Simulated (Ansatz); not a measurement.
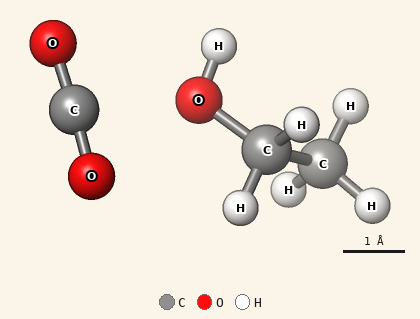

*The input geometry (ball-and-stick view, seen at a tilt).*

C₃H₆O₃: geometry relaxation (part 1 of 3)

The run: geometry relaxation of C₃H₆O₃. Method and program: RKS PBE0-D4/def2-TZVPP (Ansatz 0.2.0).

## Log
```
The last accepted step is kept in [file] (removed where the run ends without a failure and the disk answers)
Engine: ansatz 0.2.0, aarch64-unknown-linux-gnu
Functional definition: PBE0
  parameter a = 0.25
  parameter kappa = 0.804
  parameter beta = 0.06672455060314922
  exchange = (1 - a)*pbe_x(kappa = kappa, mu = beta*pi^2/3) + a*exact_x
  correlation = pbe_c(beta = beta)
1347 factors; their error is unknown
mean field evaluation 1: about -9334.4645 eV, gradient 7.3e1 eV
mean field evaluation 2: about -9326.6747 eV, gradient 9.9e1 eV
mean field evaluation 4: about -9344.1265 eV, gradient 3.8e0 eV
mean field evaluation 8: about -9344.1533 eV, gradient 1.9e-1 eV
mean field evaluation 16: about -9344.1651 eV, gradient 1.2e-3 eV
mean field -9344.16508845 eV, -343.3917332980 hartree, gradient 3.5e-5 eV, S^2 0.000000; 0 other end points of the search recorded, 0 dependent functions left out
the calculation of the forces begins
reference -9344.16512039 eV, -343.3917344718 hartree; 24, 24 occupied and 246, 246 virtual orbitals, 1347 factors
relax step   1: F+E_penalty+E_count = -9344.31261120 eV  Δ(F+E_penalty+E_count) = +0.000e0 eV  max|allowed force component| = 1.583e0 eV/Å  Δτ_max = 0.0000 Å  (30 SCF iters, accepted)
these checks for a lower state are left out or cut short: starts, cluster_reference, orbital_swaps, neighbouring_geometries, increment
1347 factors; their error is unknown
mean field -9344.24184078 eV, -343.3945538940 hartree, gradient 2.0e-5 eV, S^2 0.000000; 0 other end points of the search recorded, 0 dependent functions left out
[... from here on the field's lines of each further geometry are left out, up to the last ...]
relax step   2: F+E_penalty+E_count = -9344.38679733 eV  Δ(F+E_penalty+E_count) = -7.419e-2 eV  max|allowed force component| = 2.349e-1 eV/Å  Δτ_max = 0.0788 Å  (33 SCF iters, accepted)
relax step   3: F+E_penalty+E_count = -9344.39099449 eV  Δ(F+E_penalty+E_count) = -4.197e-3 eV  max|allowed force component| = 9.865e-2 eV/Å  Δτ_max = 0.0285 Å  (33 SCF iters, accepted)
relax step   4: F+E_penalty+E_count = -9344.39164870 eV  Δ(F+E_penalty+E_count) = -6.542e-4 eV  max|allowed force component| = 8.472e-2 eV/Å  Δτ_max = 0.0242 Å  (34 SCF iters, accepted)
relax step   5: F+E_penalty+E_count = -9344.39234574 eV  Δ(F+E_penalty+E_count) = -6.970e-4 eV  max|allowed force component| = 5.927e-2 eV/Å  Δτ_max = 0.0266 Å  (33 SCF iters, accepted)
relax step   6: F+E_penalty+E_count = -9344.39304773 eV  Δ(F+E_penalty+E_count) = -7.020e-4 eV  max|allowed force component| = 8.297e-2 eV/Å  Δτ_max = 0.0726 Å  (33 SCF iters, accepted)
relax step   7: F+E_penalty+E_count = -9344.39330798 eV  Δ(F+E_penalty+E_count) = -2.602e-4 eV  max|allowed force component| = 3.687e-2 eV/Å  Δτ_max = 0.0104 Å  (34 SCF iters, accepted)
relax step   8: F+E_penalty+E_count = -9344.39378927 eV  Δ(F+E_penalty+E_count) = -4.813e-4 eV  max|allowed force component| = 4.541e-2 eV/Å  Δτ_max = 0.0447 Å  (33 SCF iters, accepted)
relax step   9: F+E_penalty+E_count = -9344.39315785 eV  Δ(F+E_penalty+E_count) = +6.314e-4 eV  max|allowed force component| = 1.102e-1 eV/Å  Δτ_max = 0.1559 Å  (32 SCF iters, rejected (line search))
relax step  10: F+E_penalty+E_count = -9344.39449670 eV  Δ(F+E_penalty+E_count) = -7.074e-4 eV  max|allowed force component| = 4.136e-2 eV/Å  Δτ_max = 0.0766 Å  (32 SCF iters, accepted)
relax step  11: F+E_penalty+E_count = -9344.39457147 eV  Δ(F+E_penalty+E_count) = -7.477e-5 eV  max|allowed force component| = 8.615e-2 eV/Å  Δτ_max = 0.0998 Å  (32 SCF iters, accepted)
relax step  12: F+E_penalty+E_count = -9344.39508387 eV  Δ(F+E_penalty+E_count) = -5.124e-4 eV  max|allowed force component| = 4.372e-2 eV/Å  Δτ_max = 0.0151 Å  (34 SCF iters, accepted)
relax step  13: F+E_penalty+E_count = -9344.39531324 eV  Δ(F+E_penalty+E_count) = -2.294e-4 eV  max|allowed force component| = 3.193e-2 eV/Å  Δτ_max = 0.0125 Å  (34 SCF iters, accepted)
relax step  14: F+E_penalty+E_count = -9344.39564156 eV  Δ(F+E_penalty+E_count) = -3.283e-4 eV  max|allowed force component| = 1.797e-2 eV/Å  Δτ_max = 0.0409 Å  (33 SCF iters, accepted)
relax step  15: F+E_penalty+E_count = -9344.39239548 eV  Δ(F+E_penalty+E_count) = +3.246e-3 eV  max|allowed force component| = 1.839e-1 eV/Å  Δτ_max = 0.1951 Å  (31 SCF iters, rejected (line search))
relax step  16: F+E_penalty+E_count = -9344.39617028 eV  Δ(F+E_penalty+E_count) = -5.287e-4 eV  max|allowed force component| = 4.988e-2 eV/Å  Δτ_max = 0.0953 Å  (32 SCF iters, accepted)
relax step  17: F+E_penalty+E_count = -9344.39638973 eV  Δ(F+E_penalty+E_count) = -2.194e-4 eV  max|allowed force component| = 5.427e-2 eV/Å  Δτ_max = 0.0299 Å  (33 SCF iters, accepted)
relax step  18: F+E_penalty+E_count = -9344.39694618 eV  Δ(F+E_penalty+E_count) = -5.565e-4 eV  max|allowed force component| = 6.362e-2 eV/Å  Δτ_max = 0.0654 Å  (33 SCF iters, accepted)
relax step  19: F+E_penalty+E_count = -9344.39704709 eV  Δ(F+E_penalty+E_count) = -1.009e-4 eV  max|allowed force component| = 9.312e-2 eV/Å  Δτ_max = 0.1160 Å  (32 SCF iters, accepted)
relax step  20: F+E_penalty+E_count = -9344.39753277 eV  Δ(F+E_penalty+E_count) = -4.857e-4 eV  max|allowed force component| = 5.309e-2 eV/Å  Δτ_max = 0.0180 Å  (34 SCF iters, accepted)
relax step  21: F+E_penalty+E_count = -9344.39788683 eV  Δ(F+E_penalty+E_count) = -3.541e-4 eV  max|allowed force component| = 2.655e-2 eV/Å  Δτ_max = 0.0146 Å  (34 SCF iters, accepted)
relax step  22: F+E_penalty+E_count = -9344.39793706 eV  Δ(F+E_penalty+E_count) = -5.023e-5 eV  max|allowed force component| = 2.534e-2 eV/Å  Δτ_max = 0.0157 Å  (34 SCF iters, accepted)
relax step  23: F+E_penalty+E_count = -9344.39832516 eV  Δ(F+E_penalty+E_count) = -3.881e-4 eV  max|allowed force component| = 1.324e-2 eV/Å  Δτ_max = 0.0394 Å  (33 SCF iters, accepted)
relax step  24: F+E_penalty+E_count = -9344.39584365 eV  Δ(F+E_penalty+E_count) = +2.482e-3 eV  max|allowed force component| = 1.887e-1 eV/Å  Δτ_max = 0.1951 Å  (31 SCF iters, rejected (line search))
relax step  25: F+E_penalty+E_count = -9344.39895093 eV  Δ(F+E_penalty+E_count) = -6.258e-4 eV  max|allowed force component| = 5.174e-2 eV/Å  Δτ_max = 0.0957 Å  (32 SCF iters, accepted)
relax step  26: F+E_penalty+E_count = -9344.39913653 eV  Δ(F+E_penalty+E_count) = -1.856e-4 eV  max|allowed force component| = 5.834e-2 eV/Å  Δτ_max = 0.0606 Å  (33 SCF iters, accepted)
relax step  27: F+E_penalty+E_count = -9344.39945357 eV  Δ(F+E_penalty+E_count) = -3.170e-4 eV  max|allowed force component| = 4.975e-2 eV/Å  Δτ_max = 0.0194 Å  (34 SCF iters, accepted)
relax step  28: F+E_penalty+E_count = -9344.40000157 eV  Δ(F+E_penalty+E_count) = -5.480e-4 eV  max|allowed force component| = 4.020e-2 eV/Å  Δτ_max = 0.0428 Å  (33 SCF iters, accepted)
relax step  29: F+E_penalty+E_count = -9344.40066060 eV  Δ(F+E_penalty+E_count) = -6.590e-4 eV  max|allowed force component| = 2.623e-2 eV/Å  Δτ_max = 0.1002 Å  (32 SCF iters, accepted)
relax step  30: F+E_penalty+E_count = -9344.39971091 eV  Δ(F+E_penalty+E_count) = +9.497e-4 eV  max|allowed force component| = 1.182e-1 eV/Å  Δτ_max = 0.1391 Å  (32 SCF iters, rejected (line search))
relax step  31: F+E_penalty+E_count = -9344.40101249 eV  Δ(F+E_penalty+E_count) = -3.519e-4 eV  max|allowed force component| = 1.513e-2 eV/Å  Δτ_max = 0.0475 Å  (33 SCF iters, accepted)
relax step  32: F+E_penalty+E_count = -9344.40115854 eV  Δ(F+E_penalty+E_count) = -1.460e-4 eV  max|allowed force component| = 3.455e-2 eV/Å  Δτ_max = 0.0720 Å  (33 SCF iters, accepted)
relax step  33: F+E_penalty+E_count = -9344.40125194 eV  Δ(F+E_penalty+E_count) = -9.340e-5 eV  max|allowed force component| = 1.451e-2 eV/Å  Δτ_max = 0.0136 Å  (34 SCF iters, accepted)
relax step  34: F+E_penalty+E_count = -9344.40129268 eV  Δ(F+E_penalty+E_count) = -4.074e-5 eV  max|allowed force component| = 9.893e-3 eV/Å  Δτ_max = 0.0148 Å  (34 SCF iters, accepted)
relax step  35: F+E_penalty+E_count = -9344.40128389 eV  Δ(F+E_penalty+E_count) = +8.789e-6 eV  max|allowed force component| = 2.872e-2 eV/Å  Δτ_max = 0.0299 Å  (33 SCF iters, rejected (line search))
relax step  36: F+E_penalty+E_count = -9344.40132062 eV  Δ(F+E_penalty+E_count) = -2.794e-5 eV  max|allowed force component| = 5.688e-3 eV/Å  Δτ_max = 0.0145 Å  (33 SCF iters, accepted)
relax step  37: F+E_penalty+E_count = -9344.40132442 eV  Δ(F+E_penalty+E_count) = -3.798e-6 eV  max|allowed force component| = 2.707e-3 eV/Å  Δτ_max = 0.0076 Å  (34 SCF iters, accepted)
the calculation of the forces begins
reference -9344.24792840 eV, -343.3947776101 hartree; 24, 24 occupied and 246, 246 virtual orbitals, 1347 factors
relax step  38: F+E_penalty+E_count = -9344.40132472 eV  Δ(F+E_penalty+E_count) = -2.984e-7 eV  max|allowed force component| = 8.756e-4 eV/Å  Δτ_max = 0.0008 Å  (35 SCF iters, accepted)
1347 factors; their error is unknown
mean field evaluation 288: about -9343.9779 eV, gradient 1.2e1 eV
```

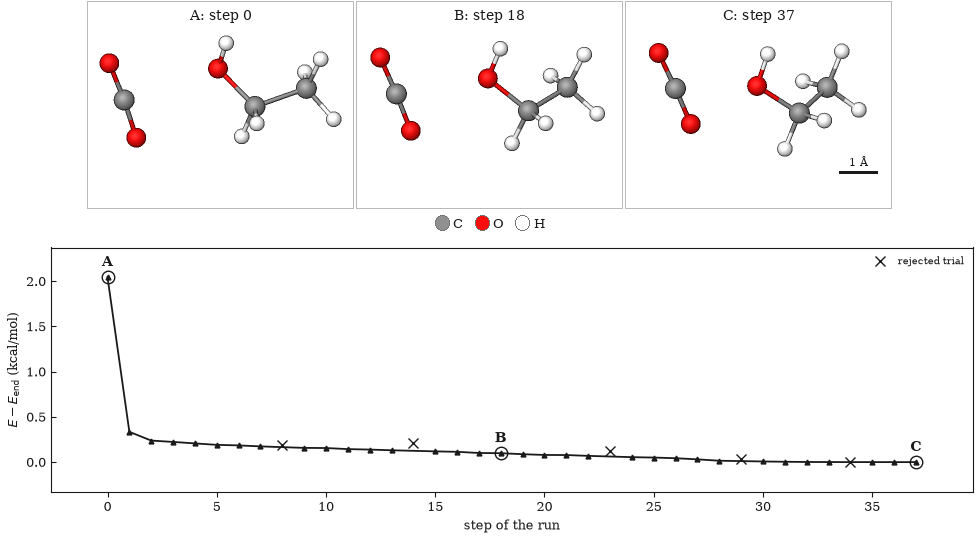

*Frames of the relaxation (ball-and-stick view, seen at a tilt) above the curves, on which the letters mark them (the first geometry is step 0 here and step 1 in the log).*

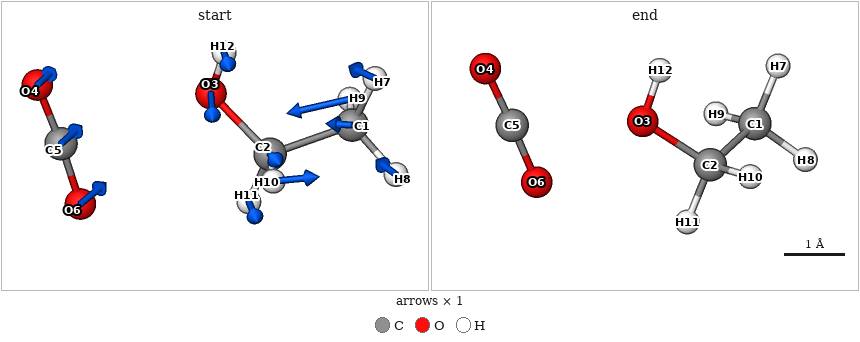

*Before (left) and after (right) the relaxation, at one scale (ball-and-stick view, seen at a tilt). The blue arrows give the displacements, at true length.*

After 37 geometry steps the energy has fallen by 2.05 kcal/mol. Largest force component: 1.6 eV/Å at the start, 0.00088 eV/Å at the end. The line search rejected the trial steps at points 8, 14, 23, 29, 34 (counted from 0) and went back. The largest move after the best rigid fit is that of H9, 1.10 Å. By element the largest moves are H 1.10 Å, O 1.09 Å, C 0.77 Å. Among the contacts that change: C2–H10 1.118 → 1.097 Å, O4–C5 1.175 → 1.157 Å, C5–O6 1.175 → 1.157 Å, C1–H7 1.111 → 1.094 Å. (Atoms are counted from 1 in the order of the input.)

```
mean field -9344.24789711 eV, -343.3947764599 hartree, gradient 2.2e-5 eV, S^2 0.000000; 1 other end points of the search recorded, 0 dependent functions left out
the calculation of the forces begins
reference -9344.24792840 eV, -343.3947776101 hartree; 24, 24 occupied and 246, 246 virtual orbitals, 1347 factors
Total energy: -9344.40135602 eV, -343.4004159710 hartree
Atom 0 at    -1.754861    -1.961524     0.156032 Å, force     0.000315     0.000107     0.000193 eV/Å
Atom 1 at    -1.896540    -0.484408     0.447652 Å, force    -0.000749    -0.000101    -0.000324 eV/Å
Atom 2 at    -0.740098     0.070319     1.047845 Å, force     0.000395     0.000007    -0.000042 eV/Å
Atom 3 at     2.150354     0.529508     0.267981 Å, force    -0.000488    -0.000147     0.000051 eV/Å
Atom 4 at     1.408602     0.491253    -0.618576 Å, force     0.000876     0.000301    -0.000437 eV/Å
Atom 5 at     0.706350     0.456411    -1.538005 Å, force    -0.000356    -0.000137     0.000378 eV/Å
Atom 6 at    -1.608749    -2.533179     1.076913 Å, force    -0.000008    -0.000182     0.000061 eV/Å
Atom 7 at    -2.653070    -2.345949    -0.332440 Å, force    -0.000063     0.000119     0.000031 eV/Å
Atom 8 at    -0.902488    -2.144472    -0.500270 Å, force     0.000199    -0.000167    -0.000131 eV/Å
Atom 9 at    -2.778114    -0.300104     1.074450 Å, force    -0.000101     0.000084     0.000150 eV/Å
Atom 10 at    -2.035942     0.073244    -0.479787 Å, force     0.000082     0.000162    -0.000019 eV/Å
Atom 11 at    -0.575395    -0.380378     1.877624 Å, force    -0.000102    -0.000047     0.000089 eV/Å
Dipole moment:    -0.261438    -0.279979     0.162358 e Å
```

## Trajectory as extended XYZ (Å, eV, eV/Å), 38 frames, from step=1 to step=38
```
12
Properties=species:S:1:pos:R:3:forces:R:3 step=1 energy=-9344.31261
C    -2.1873   -2.1046    0.3858   -0.0530  -0.2624   0.0774
C    -1.5218   -0.7509    0.1648   -0.3483   0.2364  -0.3229
O    -0.1657   -0.7266    0.5925   -0.3847  -0.0794   0.8017
O     2.0432    1.2291    0.5134   -1.1620  -0.0359  -1.5060
C     1.3335    1.2174   -0.4227    0.1321   0.1734  -0.0966
O     0.6646    1.2645   -1.3880    1.0766  -0.0961   1.5826
H    -2.2525   -2.3511    1.4673    0.0446   0.1415  -0.5347
H    -3.2205   -2.1132   -0.0189    0.5296   0.0460   0.1862
H    -1.6093   -2.9087   -0.1125   -0.2933   0.4153   0.2392
H    -2.1206    0.0569    0.6539    0.4134  -0.4458  -0.2080
H    -1.4922   -0.5052   -0.9170    0.0066  -0.1627   0.5733
H    -0.1514   -0.8370    1.5609    0.0386   0.0698  -0.7923
12
Properties=species:S:1:pos:R:3:forces:R:3 step=2 energy=-9344.38680
C    -2.1977   -2.1181    0.3911   -0.0255  -0.0632   0.0087
C    -1.5517   -0.7651    0.1678   -0.0985   0.0744  -0.0608
O    -0.2021   -0.7279    0.6007   -0.0821   0.0097   0.2349
O     2.0895    1.2693    0.4864   -0.1243  -0.0714  -0.0646
C     1.3921    1.2574   -0.4379    0.0809   0.1315  -0.0888
O     0.7338    1.3021   -1.3903    0.0401  -0.0669   0.1492
H    -2.2544   -2.3608    1.4610    0.0130   0.0471  -0.1609
H    -3.2201   -2.1284   -0.0063    0.1419   0.0002   0.0560
H    -1.6230   -2.9071   -0.1073   -0.0863   0.1227   0.0677
H    -2.1410    0.0276    0.6603    0.1146  -0.1411  -0.0816
H    -1.5215   -0.5224   -0.9011    0.0034  -0.0561   0.1715
H    -0.1838   -0.8559    1.5550    0.0227   0.0131  -0.2312
12
Properties=species:S:1:pos:R:3:forces:R:3 step=3 energy=-9344.39099
C    -2.1903   -2.1146    0.3880    0.0171   0.0123   0.0016
C    -1.5539   -0.7593    0.1730   -0.0103  -0.0091  -0.0049
O    -0.2078   -0.7101    0.6121   -0.0432   0.0097   0.0051
O     2.0740    1.2454    0.4854   -0.0128  -0.0451   0.0377
C     1.3856    1.2450   -0.4441    0.0902   0.0987  -0.0146
O     0.7344    1.2974   -1.3987   -0.0659  -0.0531  -0.0194
H    -2.2463   -2.3598    1.4519   -0.0005  -0.0036   0.0119
H    -3.2076   -2.1298   -0.0090   -0.0064   0.0027  -0.0025
H    -1.6126   -2.8936   -0.1112    0.0049  -0.0076  -0.0073
H    -2.1473    0.0230    0.6627   -0.0018   0.0067   0.0038
H    -1.5201   -0.5163   -0.8899    0.0074  -0.0020  -0.0108
H    -0.1881   -0.8567    1.5591    0.0212  -0.0094  -0.0006
12
Properties=species:S:1:pos:R:3:forces:R:3 step=4 energy=-9344.39165
C    -2.1896   -2.1184    0.3888    0.0096   0.0139  -0.0027
C    -1.5671   -0.7574    0.1729    0.0163  -0.0123   0.0074
O    -0.2206   -0.6964    0.6083   -0.0080   0.0152  -0.0082
O     2.0972    1.2520    0.4833   -0.0137  -0.0482   0.0387
C     1.4044    1.2468   -0.4429    0.0380   0.0847  -0.0549
O     0.7462    1.2916   -1.3936   -0.0253  -0.0389   0.0095
H    -2.2385   -2.3655    1.4523   -0.0008  -0.0061   0.0214
H    -3.2082   -2.1416   -0.0034   -0.0193  -0.0020  -0.0061
H    -1.6075   -2.8911   -0.1145    0.0106  -0.0150  -0.0106
H    -2.1653    0.0188    0.6650   -0.0167   0.0183   0.0090
H    -1.5374   -0.5138   -0.8896    0.0023   0.0040  -0.0237
H    -0.1936   -0.8541    1.5529    0.0070  -0.0137   0.0203
12
Properties=species:S:1:pos:R:3:forces:R:3 step=5 energy=-9344.39235
C    -2.1847   -2.1206    0.3862   -0.0009   0.0073  -0.0081
C    -1.5783   -0.7512    0.1789    0.0271  -0.0105   0.0177
O    -0.2343   -0.6765    0.6195    0.0065   0.0133  -0.0038
O     2.1097    1.2452    0.4757   -0.0200  -0.0356   0.0063
C     1.4176    1.2425   -0.4513    0.0156   0.0593  -0.0362
O     0.7573    1.2852   -1.4008    0.0012  -0.0280   0.0250
H    -2.2316   -2.3747    1.4484    0.0004  -0.0035   0.0127
H    -3.2031   -2.1530   -0.0065   -0.0124  -0.0048  -0.0034
H    -1.5937   -2.8838   -0.1218    0.0058  -0.0073  -0.0042
H    -2.1873    0.0156    0.6731   -0.0156   0.0124   0.0045
H    -1.5468   -0.5023   -0.8825   -0.0027   0.0043  -0.0157
H    -0.2048   -0.8556    1.5604   -0.0051  -0.0070   0.0053
```
